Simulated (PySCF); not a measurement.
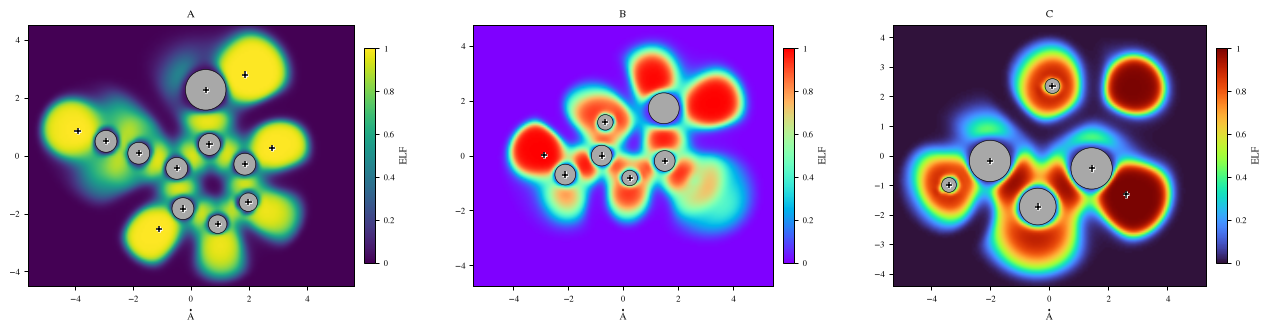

The electron localisation function of 3 systems, each on a plane through atoms (crosses mark nuclei in the plane; grey discs cover the cores).

Theory: PBE0/pcSseg-1, SCF density, gas phase, non-relativistic (PySCF).

System 1: C5H7NO3Si, the plane of atoms C1, C2 and O4. Geometry: GFN2-xTB.

```yaml
atoms:
  - { symbol: C, position_ang: [2.7341, -0.3177, 0.3134] }
  - { symbol: C, position_ang: [1.2906, 0.0705, 0.2931] }
  - { symbol: O, position_ang: [0.7998, 0.8957, 1.0450] }
  - { symbol: O, position_ang: [0.5943, -0.5292, -0.6367] }
  - { symbol: C, position_ang: [-0.8190, -0.3242, -0.5676] }
  - { symbol: Si, position_ang: [-1.2596, 1.3929, 0.3744] }
  - { symbol: C, position_ang: [-1.3766, -0.2808, -1.8777] }
  - { symbol: N, position_ang: [-1.8285, -0.2293, -2.9277] }
  - { symbol: C, position_ang: [-1.4384, -1.3195, 0.3356] }
  - { symbol: O, position_ang: [-0.8288, -1.9520, 1.1557] }
  - { symbol: H, position_ang: [3.2002, 0.0504, 1.2222] }
  - { symbol: H, position_ang: [3.2294, 0.1198, -0.5524] }
  - { symbol: H, position_ang: [2.8248, -1.3988, 0.2451] }
  - { symbol: H, position_ang: [-0.5092, 2.4545, -0.2826] }
  - { symbol: H, position_ang: [-1.4565, 1.2125, 1.8019] }
  - { symbol: H, position_ang: [-2.6278, 1.5436, -0.1790] }
  - { symbol: H, position_ang: [-2.5361, -1.3764, 0.2275] }
```

System 2: C3H9F2PSi2 (SMILES F[SiH2]P[SiH2][C@H]1C[C@H]1F), the plane of atoms F1, Si2 and P3. Geometry: GFN2-xTB.

```yaml
atoms:
  - { symbol: F, position_ang: [4.1680, 0.2441, 0.1041] }
  - { symbol: Si, position_ang: [2.5884, 0.1596, 0.4091] }
  - { symbol: P, position_ang: [1.8265, -1.5803, -0.7672] }
  - { symbol: Si, position_ang: [-0.3447, -1.5306, -0.2430] }
  - { symbol: C, position_ang: [-1.1740, 0.1310, -0.6226] }
  - { symbol: C, position_ang: [-2.3854, 0.5536, 0.1729] }
  - { symbol: C, position_ang: [-1.0815, 1.2387, 0.3732] }
  - { symbol: F, position_ang: [-0.4023, 0.9949, 1.5373] }
  - { symbol: H, position_ang: [2.4875, -0.0997, 1.8343] }
  - { symbol: H, position_ang: [2.1152, 1.4732, -0.0084] }
  - { symbol: H, position_ang: [1.6995, -0.9001, -1.9658] }
  - { symbol: H, position_ang: [-0.4996, -1.8395, 1.1776] }
  - { symbol: H, position_ang: [-1.0191, -2.5392, -1.0679] }
  - { symbol: H, position_ang: [-1.1563, 0.4463, -1.6593] }
  - { symbol: H, position_ang: [-3.1791, 1.0978, -0.3165] }
  - { symbol: H, position_ang: [-2.7212, -0.1070, 0.9565] }
  - { symbol: H, position_ang: [-0.9290, 2.2691, 0.0757] }
```

System 3: C6H6N2Si (SMILES C#Cc1cnncc1[SiH3]), the plane of atoms C4, C3 and C8. Geometry: GFN2-xTB.

```xyz
15

C     0.4525    2.8814   -0.0567
C    -0.0234    1.7791   -0.0979
C    -0.6220    0.5018   -0.1533
C    -1.9946    0.3708   -0.4234
N    -2.5997   -0.7933   -0.4866
N    -1.9294   -1.8932   -0.2956
C    -0.6383   -1.8480   -0.0366
C     0.1087   -0.6703    0.0553
Si    1.9611   -0.6502    0.4290
H     0.8745    3.8413   -0.0184
H    -2.6154    1.2395   -0.5935
H    -0.1667   -2.8109    0.1069
H     2.3857   -2.0408    0.5856
H     2.1641    0.1107    1.6615
H     2.6383   -0.0099   -0.6982
```

Match each panel to its system.

Answer. Panel A is system 3, C6H6N2Si: the plane holds C, N, Si and H. C–C (1.20 Å): the ELF peaks at about 0.85 between the atoms; a multiple bond. Panel B is system 1, C5H7NO3Si: the plane holds C, O and H. C–O (1.22 Å): the ELF peaks at about 0.85 between the atoms (a multiple bond). Panel C is system 2, C3H9F2PSi2: the plane holds F, Si, P and H. Si–F (1.61 Å): the ELF peaks at about 0.85 in the valence shell of F, 0.5 Å from its nucleus, and is about 0.50 at the midpoint.
